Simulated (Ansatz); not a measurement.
# Single-point calculation of CH8OSSi2

The run: single-point calculation of CH8OSSi2. Method and program: RKS r2SCAN-D4/def2-TZVPP (Ansatz 0.2.0).

The geometry comes from this level: PBE0-D4/def2-TZVP. Figures and captions count atoms from 1; the log counts them from 0 in places.

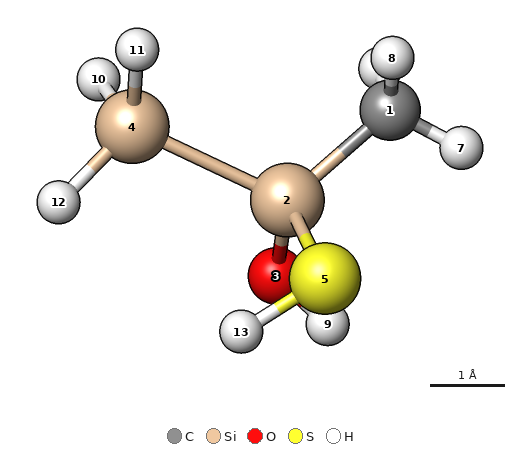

Figure 1. The structure (ball-and-stick view, seen at a tilt; atoms are numbered from 1 in the order of the input).

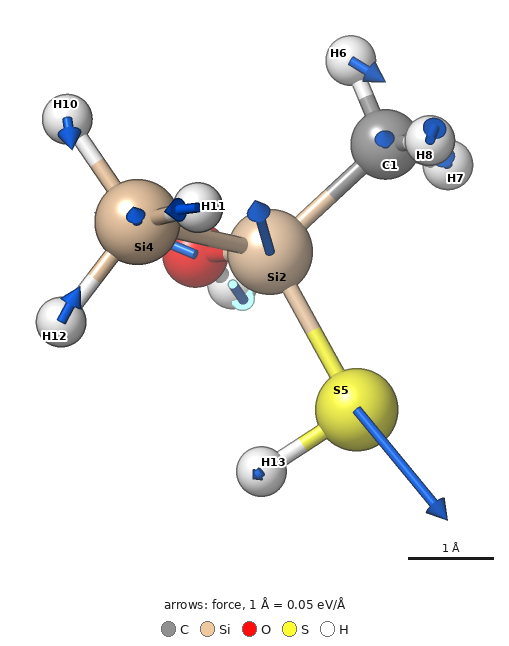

Figure 2. Forces on the atoms as blue arrows (ball-and-stick view, seen at a tilt; atoms are numbered from 1 in the order of the input). The largest act on S5 (0.09 eV/Å); O3 (0.07 eV/Å); Si2 (0.05 eV/Å); H9 (0.04 eV/Å), among others. The geometry is not a stationary point of this energy.

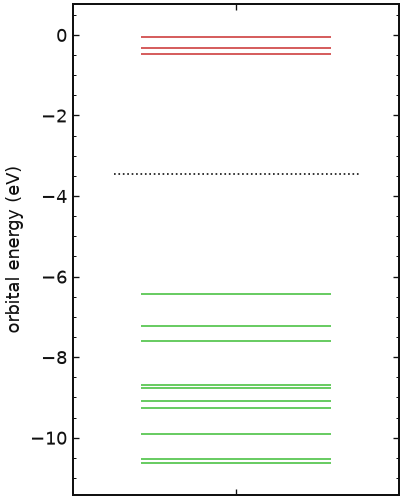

Figure 3. Orbital energies near the frontier; the dotted line parts filled from empty levels, and levels within 0.02 eV of each other stand side by side. Highest filled −6.44 eV, lowest empty −0.47 eV, 5.97 eV apart.

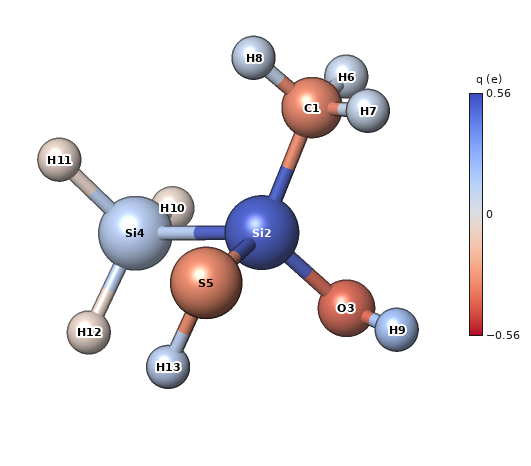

Figure 4. Mulliken charges, as the colour of each atom (ball-and-stick view, seen at a tilt; atoms are numbered from 1 in the order of the input). By element: C −0.33, Si +0.15 to +0.53, O −0.41, S −0.30 and H −0.06 to +0.20 e.

The input and output of the run follow.

Input file
```yaml
crystal:
  periodic: [false, false, false]
  atoms:
    - {symbol: C, position_ang: [-1.116459, 0.527174, 1.397392]}
    - {symbol: Si, position_ang: [0.092310, 0.428853, -0.018191]}
    - {symbol: O, position_ang: [-0.274965, 1.479261, -1.237630]}
    - {symbol: Si, position_ang: [0.195994, -1.676275, -1.030990]}
    - {symbol: S, position_ang: [1.988076, 0.902689, 0.876794]}
    - {symbol: H, position_ang: [-2.133316, 0.354802, 1.036485]}
    - {symbol: H, position_ang: [-1.085168, 1.511915, 1.871936]}
    - {symbol: H, position_ang: [-0.888149, -0.224171, 2.156879]}
    - {symbol: H, position_ang: [-0.150505, 2.413898, -1.058358]}
    - {symbol: H, position_ang: [-1.051476, -1.995248, -1.777971]}
    - {symbol: H, position_ang: [0.399989, -2.714820, 0.015292]}
    - {symbol: H, position_ang: [1.345226, -1.721847, -1.975581]}
    - {symbol: H, position_ang: [2.698942, 0.679166, -0.241357]}
basis:
  gaussian: {orbitals: def2-TZVPP}
hamiltonian: {xc: r2scan, dispersion: d4}
output: {forces: true, orbitals: {seedname: orbitals}}
```

Command:
```bash
ansatz run in.yaml --threads 4 --pin off --events-out ev --progress --plain --max-ram 10444MiB
```

Output
```
Functional definition: r2SCAN
  name "r2SCAN"
  cite "Furness, Kaplan, Ning, Perdew & Sun, J. Phys. Chem. Lett. 11, 8208 (2020) doi:10.1021/acs.jpclett.0c02405"
  cite "Furness, Kaplan, Ning, Perdew & Sun, J. Phys. Chem. Lett. 11, 9248 (2020) doi:10.1021/acs.jpclett.0c03077"
  parent r2scan
  parameter k0 = 0.174
  parameter k1 = 0.065
  parameter a1 = 4.9479
  exchange = r2scan_x(k0 = k0, k1 = k1, a1 = a1)
  correlation = r2scan_c
1663 factors; their error is unknown
mean field evaluation 1: about -29794.6307 eV, gradient 7.7e1 eV
mean field evaluation 2: about -29774.4348 eV, gradient 1.2e2 eV
mean field evaluation 4: about -29806.0180 eV, gradient 7.8e0 eV
mean field evaluation 8: about -29806.1531 eV, gradient 2.1e-1 eV
mean field evaluation 16: about -29806.1103 eV, gradient 4.6e-3 eV
mean field -29806.11025399 eV, -1095.3543485270 hartree, gradient 2.3e-5 eV, S^2 0.000000; 0 other end points of the search recorded, 0 dependent functions left out
the calculation of the forces begins
reference -29806.11026855 eV, -1095.3543490620 hartree; 33, 33 occupied and 267, 267 virtual orbitals, 1663 factors
Total energy: -29806.19735513 eV, -1095.3575494350 hartree
Atom 0 at    -1.116459     0.527174     1.397392 Å, force    -0.004713    -0.013632     0.002353 eV/Å
Atom 1 at     0.092310     0.428853    -0.018191 Å, force    -0.019218    -0.045589     0.004527 eV/Å
Atom 2 at    -0.274965     1.479261    -1.237630 Å, force    -0.034746     0.008947    -0.064372 eV/Å
Atom 3 at     0.195994    -1.676275    -1.030990 Å, force    -0.006055    -0.012508     0.001132 eV/Å
Atom 4 at     1.988076     0.902689     0.876794 Å, force     0.069978     0.011802     0.051470 eV/Å
Atom 5 at    -2.133316     0.354802     1.036485 Å, force     0.014115     0.004765     0.020139 eV/Å
Atom 6 at    -1.085168     1.511915     1.871936 Å, force    -0.006104    -0.017219    -0.000364 eV/Å
Atom 7 at    -0.888149    -0.224171     2.156879 Å, force    -0.018905     0.020246    -0.000334 eV/Å
Atom 8 at    -0.150505     2.413898    -1.058358 Å, force     0.003971     0.038143    -0.001367 eV/Å
Atom 9 at    -1.051476    -1.995248    -1.777971 Å, force     0.021056    -0.004979     0.004112 eV/Å
Atom 10 at     0.399989    -2.714820     0.015292 Å, force    -0.003206     0.012402    -0.024690 eV/Å
Atom 11 at     1.345226    -1.721847    -1.975581 Å, force    -0.019800    -0.004364     0.013576 eV/Å
Atom 12 at     2.698942     0.679166    -0.241357 Å, force     0.003627     0.001985    -0.006185 eV/Å
Dipole moment:    -0.133298     0.194808     0.059237 e Å
```

Results in brief

| quantity | value |
| --- | --- |
| outcome | converged |
| total energy | −29806.1974 eV |
| mean-field energy | −29806.1103 eV |
| dispersion energy | −0.0871 eV |
| SCF solution under orbital rotations | stable |
| HOMO | −6.44 eV |
| LUMO | −0.47 eV |
| largest force (length of the vector) | 0.088 eV/Å |
| dipole moment | 1.17 D |
| hardware | 4 threads of Arm Neoverse V2, 23 GiB of memory available, shared host |
| wall time | 6 s (CPU time 22 s) |
| peak memory | 0.52 GiB |
